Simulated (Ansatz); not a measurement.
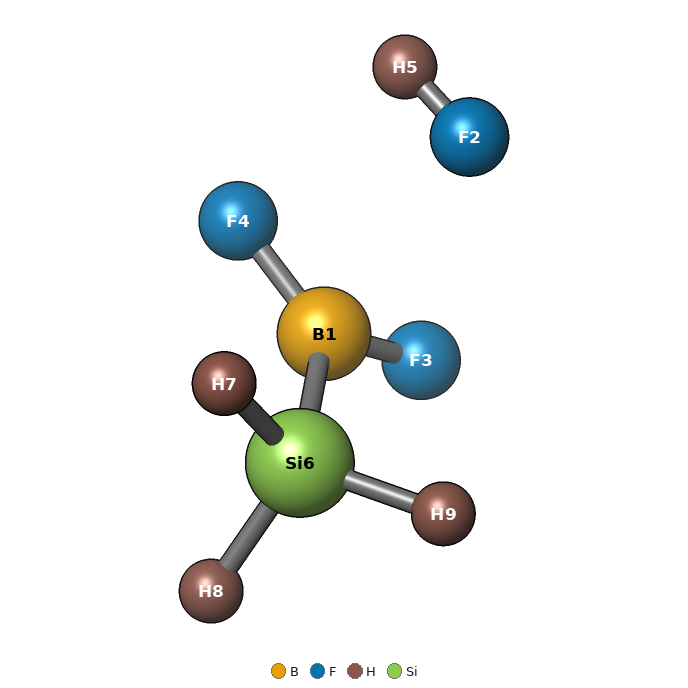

Atoms carry their numbers in the input. Computed geometry: PBE0-D4/def2-TZVP optimisation.

Question: What is the geometry at B1?

Answer: B1 has 3 neighbours (F3 at 1.32, F4 at 1.33, Si6 at 2.03 Å); the arrangement is trigonal planar.

Question: Describe the coordination of atom 6.

Answer: Si6 has 4 neighbours (B1 at 2.03, H7 at 1.49, H8 at 1.49, H9 at 1.48 Å); the arrangement is tetrahedral.
